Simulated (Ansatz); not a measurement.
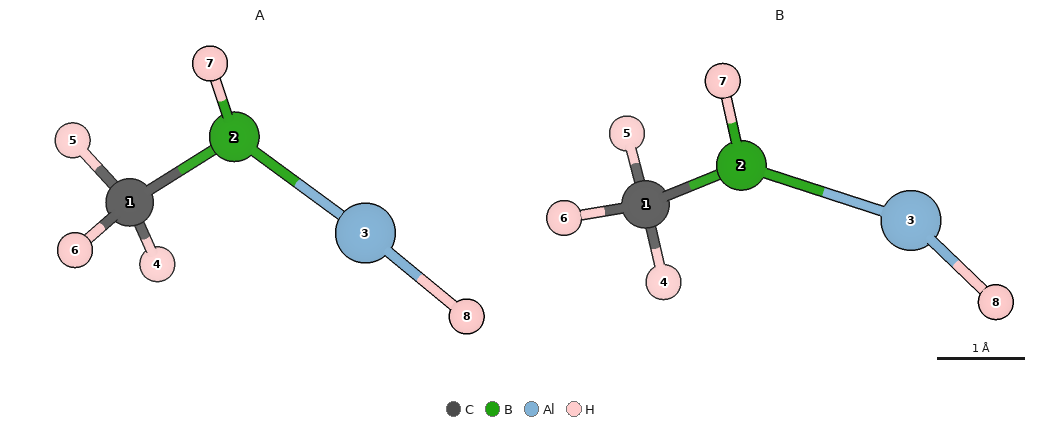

Two geometries of CH₅AlB (multiplicity 2), drawn at one scale. One is the start of a relaxation, the other its converged end. Style: ball-and-stick. Shown at a tilt.

All numbers below come from Ansatz 0.2.0, UKS PBE0-D4/def2-TZVP. Settings: force threshold 0.005 eV/Å; at most 200 steps.

Question: Which geometry has the lower energy?

Answer: Structure B is the relaxed one. H6 moves most after the best rigid fit: 0.54 Å. Largest moves by element: H 0.54 Å, B 0.45 Å, Al 0.41 Å, C 0.05 Å. Some distances before and after: B2–Al3 1.981 → 2.061 Å, C1–B2 1.613 → 1.566 Å, Al3–H8 1.632 → 1.597 Å, B2–H7 1.190 → 1.207 Å. Among the angles between lasting bonds that change: B2–Al3–H8 175.5° → 142.9°, C1–B2–Al3 117.3° → 128.5°, B2–C1–H6 111.7° → 108.8°. The energy falls by 7.62 kcal/mol in 17 accepted moves (18 points after the start). The largest force component goes from 1.1 to 0.0039 eV/Å. The line search rejected the trial step at point 9 of the run. Cost: 25 s on 2 threads of AMD EPYC 9R45 96-Core, with other jobs on the host.
